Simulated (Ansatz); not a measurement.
# AlAsH₂+ (doublet): wave-function methods side by side, cc-pVTZ

How much of the correlation energy of AlAsH₂+ (doublet) does each wave-function method recover here?

Program: Ansatz 0.2.0, Gaussian basis. Level of theory: cc-pVTZ, core rule «outside noble gas», up to 19 orbitals frozen. These are calculated values, not measurements.

To be run: UHF; CCSD(T) on ROHF; CCSD(T) on UHF; BCCD(T) on ROHF; CCSDT(Q) on ROHF; CCSDT(Q) on UHF.

8 further runs of the same task are left out: 6 for a known fault of the program, 2 set aside as unsound or not needed.

## 1. The system

The geometry is a PBE0/def2-TZVP stationary point (not a proven minimum) of the parent state, kept for this charge and spin. No spin-orbit coupling is included. The filled d shell of As may be among the frozen orbitals whatever the setting's name suggests; the logs give the count.

4 atoms, charge 1, spin multiplicity 2.

Atoms are counted from 1 here; the program's logs count them from 0.

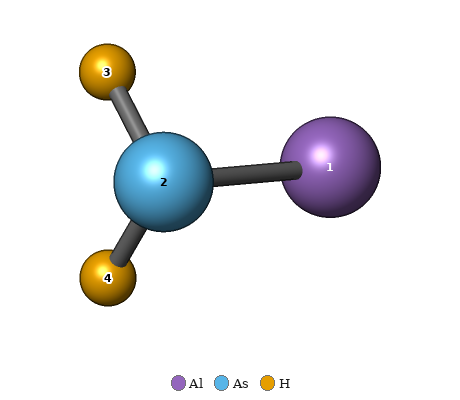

The geometry (aluminium purple, arsenic blue, hydrogen amber); atoms are numbered from 1 in the order of the file.

In the tables R marks a restricted open-shell determinant and U an unrestricted one; energies count from the table's Hartree-Fock row.

## 2. UHF

Contents of in.yaml:

```yaml
crystal:
  periodic: [false, false, false]
  atoms:
    - {symbol: Al, position_ang: [-0.010266, 0.000001, 1.863024]}
    - {symbol: As, position_ang: [0.031352, 0.000000, -0.659252]}
    - {symbol: H, position_ang: [-1.027816, -1.087510, -0.434086]}
    - {symbol: H, position_ang: [-1.027822, 1.087503, -0.434087]}
basis:
  gaussian: {orbitals: cc-pVTZ}
total_charge: 1
magnetization: {spin_polarized: true, initial_magnetization: 1}
hamiltonian: {xc: hf}
output: {orbitals: {seedname: orbitals}}
```

Command:

```sh
$ ansatz run in.yaml --threads 1 --pin off --events-out ev --progress --plain --max-ram 4096MiB --backend cpu
```

What it wrote:

```text
Functional definition: HF
  name "HF"
  cite "Fock, Z. Phys. 61, 126 (1930) doi:10.1007/BF01340294"
  parent pbe
  exchange = exact_x
  correlation = 0
942 factors; their error is unknown
mean field evaluation 1: about -67400.9147 eV, gradient 1.3e1 eV
mean field evaluation 2: about -67402.3713 eV, gradient 7.3e0 eV
mean field evaluation 4: about -67402.6970 eV, gradient 8.8e-1 eV
mean field evaluation 8: about -67404.5255 eV, gradient 4.4e-1 eV
mean field evaluation 16: about -67400.5590 eV, gradient 9.9e0 eV
mean field -67404.52598851 eV, -2477.0706416492 hartree, gradient 1.1e-5 eV, S^2 0.812194; 0 other end points of the search recorded, 0 dependent functions left out
reference -67404.52598851 eV, -2477.0706416492 hartree; 24, 23 occupied and 81, 82 virtual orbitals, 942 factors
Total energy: -67404.52598851 eV, -2477.0706416492 hartree
```

It took 1.8 s on 1 thread of AMD EPYC 7R13, shared host; peak memory 0.3 GiB.

From the report: ⟨S²⟩ of the determinant 0.812 (pure doublet: 0.75).

## 3. CCSD(T) on ROHF

in.yaml: that of step 2 with these lines changed.

```diff
@@ -10,4 +10,4 @@
 total_charge: 1
-magnetization: {spin_polarized: true, initial_magnetization: 1}
-hamiltonian: {xc: hf}
-output: {orbitals: {seedname: orbitals}}
+magnetization: {spin_polarized: false, initial_magnetization: 1}
+correlation: {method: ccsd_t, electrons: outside_noble_gas}
+output: {forces: true}
```

Command:

```sh
$ ansatz run in.yaml --threads 2 --pin off --events-out ev --progress --plain --max-ram 24576MiB --backend cuda --devices 0, --max-vram 18GiB
```

What it wrote, shortened:

```text
Functional definition: HF
  name "HF"
  cite "Fock, Z. Phys. 61, 126 (1930) doi:10.1007/BF01340294"
  parent pbe
[...]
654 factors; integrals over basis functions are off by at most 8.1e-4 eV
[...]
mean field -67404.27554886 eV, -2477.0614381618 hartree, gradient 2.6e-6 eV, S^2 0.750000; 6 other end points of the search recorded, 0 dependent functions left out
[...]
determinant -67404.27554886 eV, -2477.0614381618 hartree, with singles and doubles -67410.08023703 eV, -2477.2747565174 hartree
determinant -67401.33683131 eV, -2476.9534422837 hartree, with singles and doubles -67407.21971723 eV, -2477.1696343536 hartree
determinant -67401.32968983 eV, -2476.9531798389 hartree, with singles and doubles -67407.27250656 eV, -2477.1715743256 hartree
determinant -67401.21801214 eV, -2476.9490757597 hartree, with singles and doubles -67407.15616824 eV, -2477.1672989715 hartree
19 core orbitals not correlated: weight in the atoms' cores, before any rotation towards them, 1.000 or more for the frozen orbitals, at most 0.000 for the correlated occupied ones
reference -67404.27554886 eV, -2477.0614381618 hartree; 5, 4 occupied and 81, 82 virtual orbitals, 654 factors
second order -4.78315243 eV of doubles, -0.10293126 eV of singles
cycle   1  -5.67944498 eV  change   -2.8e-1 eV  update   2.2e-2
[...]
cycle  13  -5.69337376 eV  change    1.3e-7 eV  update   4.2e-7
perturbative correction -0.23997783 eV, -0.0088190227 hartree
[...]
Total energy: -67410.20890045 eV, -2477.2794848110 hartree
Atom 0 at    -0.010266     0.000001     1.863024 Å, force     0.022981     0.000000     0.243166 eV/Å
Atom 1 at     0.031352     0.000000    -0.659252 Å, force     0.038124     0.000000    -0.191876 eV/Å
Atom 2 at    -1.027816    -1.087510    -0.434086 Å, force    -0.030552    -0.060543    -0.025645 eV/Å
Atom 3 at    -1.027822     1.087503    -0.434087 Å, force    -0.030553     0.060542    -0.025645 eV/Å
Dipole moment:    -0.064348     0.000000     1.067105 e Å
```

Wall time 7.5 s (1 × H100 (card shared with other runs) with 2 threads of AMD EPYC 7R13, shared host); peak host memory 0.95 GiB.

From the report: correlation -5.9334 eV; T1 0.032; largest double amplitude 0.07.

## 4. CCSD(T) on UHF

in.yaml: that of step 3 with these lines changed.

```diff
@@ -10,3 +10,3 @@
 total_charge: 1
-magnetization: {spin_polarized: false, initial_magnetization: 1}
+magnetization: {spin_polarized: true, initial_magnetization: 1}
 correlation: {method: ccsd_t, electrons: outside_noble_gas}
```

Same command.

What it wrote, shortened:

```text
Functional definition: HF
  name "HF"
  cite "Fock, Z. Phys. 61, 126 (1930) doi:10.1007/BF01340294"
  parent pbe
[...]
654 factors; integrals over basis functions are off by at most 8.1e-4 eV
[...]
mean field -67404.52672692 eV, -2477.0706687851 hartree, gradient 4.7e-6 eV, S^2 0.812194; 3 other end points of the search recorded, 0 dependent functions left out
determinant -67404.52672692 eV, -2477.0706687851 hartree, with singles and doubles -67410.08883455 eV, -2477.2750724704 hartree
determinant -67401.97857899 eV, -2476.9770260757 hartree, with singles and doubles -67407.17169943 eV, -2477.1678697322 hartree
determinant -67401.86541363 eV, -2476.9728673255 hartree, with singles and doubles -67406.98563449 eV, -2477.1610319715 hartree
19 core orbitals not correlated: weight in the atoms' cores, before any rotation towards them, 1.000 or more for the frozen orbitals, at most 0.000 for the correlated occupied ones
reference -67404.52672692 eV, -2477.0706687851 hartree; 5, 4 occupied and 81, 82 virtual orbitals, 654 factors
second order -4.57878348 eV of doubles, -0.00000000 eV of singles
cycle   1  -5.44663110 eV  change   -2.9e-1 eV  update   2.1e-2
[...]
cycle  12  -5.45803785 eV  change   -3.0e-8 eV  update   9.6e-7
perturbative correction -0.22365542 eV, -0.0082191852 hartree
[...]
Total energy: -67410.20842019 eV, -2477.2794671616 hartree
Atom 0 at    -0.010266     0.000001     1.863024 Å, force     0.023160     0.000000     0.240493 eV/Å
Atom 1 at     0.031352     0.000000    -0.659252 Å, force     0.036743     0.000000    -0.188626 eV/Å
Atom 2 at    -1.027816    -1.087510    -0.434086 Å, force    -0.029951    -0.060119    -0.025933 eV/Å
Atom 3 at    -1.027822     1.087503    -0.434087 Å, force    -0.029952     0.060119    -0.025933 eV/Å
Dipole moment:    -0.064425     0.000000     1.067618 e Å
```

It took 7 s on 1 × H100 (card shared with other runs) with 2 threads of AMD EPYC 7R13, shared host; peak host memory 0.96 GiB.

From the report: ⟨S²⟩ of the determinant 0.812 (pure doublet: 0.75); correlation -5.6817 eV; T1 0.022; largest double amplitude 0.06.

## 5. BCCD(T) on ROHF

in.yaml: that of step 4 with these lines changed.

```diff
@@ -10,4 +10,3 @@
 total_charge: 1
-magnetization: {spin_polarized: true, initial_magnetization: 1}
-correlation: {method: ccsd_t, electrons: outside_noble_gas}
-output: {forces: true}
+magnetization: {spin_polarized: false, initial_magnetization: 1}
+correlation: {method: bccd_t, electrons: outside_noble_gas}
```

Launched as before.

What it wrote, shortened:

```text
Functional definition: HF
  name "HF"
  cite "Fock, Z. Phys. 61, 126 (1930) doi:10.1007/BF01340294"
  parent pbe
[...]
654 factors; integrals over basis functions are off by at most 8.1e-4 eV
[...]
mean field -67404.27554886 eV, -2477.0614381618 hartree, gradient 2.6e-6 eV, S^2 0.750000; 6 other end points of the search recorded, 0 dependent functions left out
[...]
determinant -67404.27554886 eV, -2477.0614381618 hartree, with singles and doubles -67410.08023703 eV, -2477.2747565174 hartree
determinant -67401.33683131 eV, -2476.9534422837 hartree, with singles and doubles -67407.21971723 eV, -2477.1696343536 hartree
determinant -67401.32968983 eV, -2476.9531798389 hartree, with singles and doubles -67407.27250656 eV, -2477.1715743256 hartree
determinant -67401.21801214 eV, -2476.9490757597 hartree, with singles and doubles -67407.15616824 eV, -2477.1672989715 hartree
19 core orbitals not correlated: weight in the atoms' cores, before any rotation towards them, 1.000 or more for the frozen orbitals, at most 0.000 for the correlated occupied ones
reference -67404.27554886 eV, -2477.0614381618 hartree; 5, 4 occupied and 81, 82 virtual orbitals, 654 factors
second order -4.78315243 eV of doubles, -0.10293126 eV of singles
cycle   1  -5.68758852 eV  change   -2.9e-1 eV  update   2.4e-2
[...]
cycle  11  -5.69632514 eV  change    1.1e-6 eV  update   7.2e-6
perturbative correction -0.23605851 eV, -0.0086749901 hartree
Total energy: -67410.20793251 eV, -2477.2794492398 hartree
```

It took 7 s on 1 × H100 (card shared with other runs) with 2 threads of AMD EPYC 7R13, shared host; peak host memory 0.81 GiB.

From the report: correlation -5.9324 eV; largest double amplitude 0.07.

## 6. CCSDT(Q) on ROHF

in.yaml: that of step 5 with these lines changed.

```diff
@@ -11,2 +11,2 @@
 magnetization: {spin_polarized: false, initial_magnetization: 1}
-correlation: {method: bccd_t, electrons: outside_noble_gas}
+correlation: {method: ccsdt_q, electrons: outside_noble_gas}
```

Launched as before.

What it wrote, shortened:

```text
Functional definition: HF
  name "HF"
  cite "Fock, Z. Phys. 61, 126 (1930) doi:10.1007/BF01340294"
  parent pbe
[...]
1276 factors; integrals over basis functions are off by at most 2.0e-7 eV
[...]
mean field -67404.27556011 eV, -2477.0614385751 hartree, gradient 2.9e-6 eV, S^2 0.750000; 6 other end points of the search recorded, 0 dependent functions left out
[...]
determinant -67404.27556011 eV, -2477.0614385751 hartree, with singles and doubles -67410.08025965 eV, -2477.2747573486 hartree
determinant -67401.33684163 eV, -2476.9534426630 hartree, with singles and doubles -67407.21974223 eV, -2477.1696352724 hartree
determinant -67401.32970482 eV, -2476.9531803900 hartree, with singles and doubles -67407.27253099 eV, -2477.1715752236 hartree
determinant -67401.21802748 eV, -2476.9490763234 hartree, with singles and doubles -67407.15619342 eV, -2477.1672998967 hartree
19 core orbitals not correlated: weight in the atoms' cores, before any rotation towards them, 1.000 or more for the frozen orbitals, at most 0.000 for the correlated occupied ones
reference -67404.27556011 eV, -2477.0614385751 hartree; 5, 4 occupied and 81, 82 virtual orbitals, 1276 factors
second order -4.78317183 eV of doubles, -0.10293130 eV of singles
cycle   1  -5.42118880 eV  change   -5.3e-1 eV  update   8.5e-2
[...]
cycle  18  -5.96170946 eV  change   -2.7e-7 eV  update   6.8e-7
perturbative correction -0.01269446 eV, -0.0004665129 hartree
Total energy: -67410.24996403 eV, -2477.2809938696 hartree
```

It took 12 s on 1 × H100 (card shared with other runs) with 2 threads of AMD EPYC 7R13, shared host; peak host memory 1 GiB.

From the report: correlation -5.9744 eV; T1 0.033; largest double amplitude 0.08.

## 7. CCSDT(Q) on UHF

in.yaml: that of step 6 with these lines changed.

```diff
@@ -10,3 +10,3 @@
 total_charge: 1
-magnetization: {spin_polarized: false, initial_magnetization: 1}
+magnetization: {spin_polarized: true, initial_magnetization: 1}
 correlation: {method: ccsdt_q, electrons: outside_noble_gas}
```

Launched as before.

What it wrote, shortened:

```text
Functional definition: HF
  name "HF"
  cite "Fock, Z. Phys. 61, 126 (1930) doi:10.1007/BF01340294"
  parent pbe
[...]
1276 factors; integrals over basis functions are off by at most 2.0e-7 eV
[...]
mean field -67404.52673845 eV, -2477.0706692089 hartree, gradient 2.7e-6 eV, S^2 0.812194; 3 other end points of the search recorded, 0 dependent functions left out
determinant -67404.52673845 eV, -2477.0706692089 hartree, with singles and doubles -67410.08885727 eV, -2477.2750733052 hartree
determinant -67401.97859436 eV, -2476.9770266407 hartree, with singles and doubles -67407.17174671 eV, -2477.1678714696 hartree
determinant -67401.86542945 eV, -2476.9728679069 hartree, with singles and doubles -67406.98566090 eV, -2477.1610329423 hartree
19 core orbitals not correlated: weight in the atoms' cores, before any rotation towards them, 1.000 or more for the frozen orbitals, at most 0.000 for the correlated occupied ones
reference -67404.52673845 eV, -2477.0706692089 hartree; 5, 4 occupied and 81, 82 virtual orbitals, 1276 factors
second order -4.57880165 eV of doubles, -0.00000000 eV of singles
cycle   1  -5.15502329 eV  change   -5.8e-1 eV  update   8.7e-2
[...]
cycle  17  -5.71381357 eV  change    6.6e-7 eV  update   8.6e-7
perturbative correction -0.01207825 eV, -0.0004438673 hartree
Total energy: -67410.25263027 eV, -2477.2810918521 hartree
```

Wall time 28 s (1 × H100 (card shared with other runs) with 2 threads of AMD EPYC 7R13, shared host); peak host memory 0.95 GiB.

From the report: ⟨S²⟩ of the determinant 0.812 (pure doublet: 0.75); correlation -5.7259 eV; T1 0.023; largest double amplitude 0.07.

## 8. Misses and costs

The yardstick is UCCSDT(Q), where the cluster series has nearly closed. Rows without a time come out of other runs: HF, MP2 and CCSD of CCSD(T), CCSDT of CCSDT(Q). The times of RCCSD(T), UCCSD(T) include forces.

Differences are taken before rounding.

| method | energy from the lowest ROHF (kcal/mol) | from UCCSDT(Q) (kcal/mol) | time |
| --- | --- | --- | --- |
| ROHF | 0.00 | +137.83 |  |
| UHF | -5.79 | +132.04 |  |
| RMP2 | -112.68 | +25.16 |  |
| UMP2 | -111.38 | +26.45 |  |
| RCCSD | -131.29 | +6.54 |  |
| UCCSD | -131.66 | +6.18 |  |
| RCCSD(T) | -136.83 | +1.01 | 7.5 s |
| UCCSD(T) | -136.82 | +1.02 | 7 s |
| BCCD(T) | -136.80 | +1.03 | 7 s |
| RCCSDT | -137.48 | +0.35 |  |
| UCCSDT | -137.56 | +0.28 |  |
| RCCSDT(Q) | -137.77 | +0.06 | 12 s |
| UCCSDT(Q) | -137.83 | 0 | 28 s |

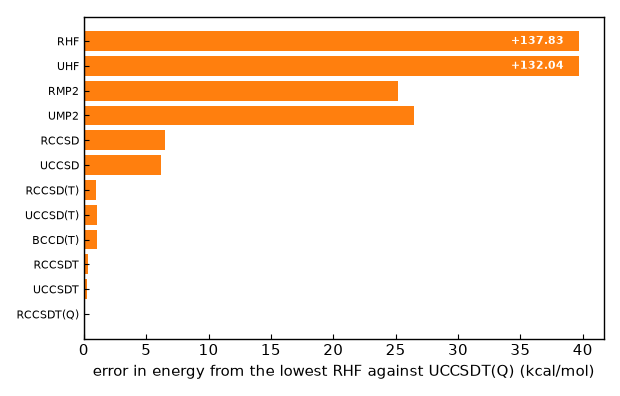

Error of each method against UCCSDT(Q). Bars with a number in them are cut short.

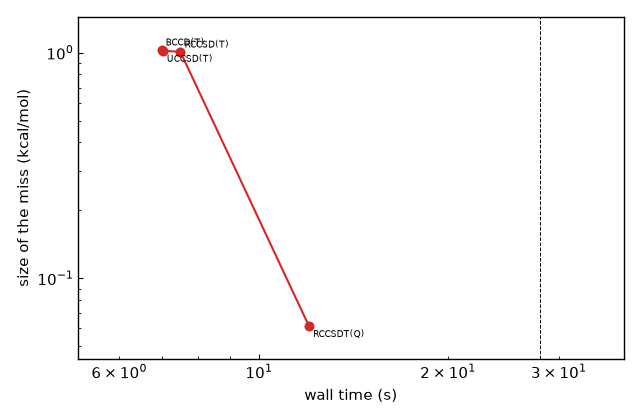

Accuracy for the time spent; red marks the levels that beat every quicker one drawn (of those quicker than the yardstick), and the dashed line is the time of UCCSDT(Q). Times are from a shared host.

## 9. Summary of results

```
                         quantity                      value
    UCCSDT(Q) from the ROHF energy                 -5.9771 eV
              RMP2 from UCCSDT(Q)            +25.16 kcal/mol
              UMP2 from UCCSDT(Q)            +26.45 kcal/mol
             RCCSD from UCCSDT(Q)             +6.54 kcal/mol
          RCCSD(T) from UCCSDT(Q)             +1.01 kcal/mol
          UCCSD(T) from UCCSDT(Q)             +1.02 kcal/mol
         RCCSDT(Q) from UCCSDT(Q)             +0.06 kcal/mol
levels within 1 kcal/mol (43 meV)  RCCSDT, UCCSDT, RCCSDT(Q)
                    T1 diagnostic                      0.032
```

**Reading.** RCCSD(T) lands +1.01 kcal/mol from the yardstick (0.7 % of the correlation energy). These misses are within one basis, not against nature; the frozen cores of restricted and unrestricted runs differ, which can shift their rows.

For cost: RCCSDT(Q) gets within 0.06 kcal/mol in 12 s, where UCCSDT(Q) took 28 s; the quickest level in the cost chart, BCCD(T), takes 7 s and misses by 1.03 kcal/mol.
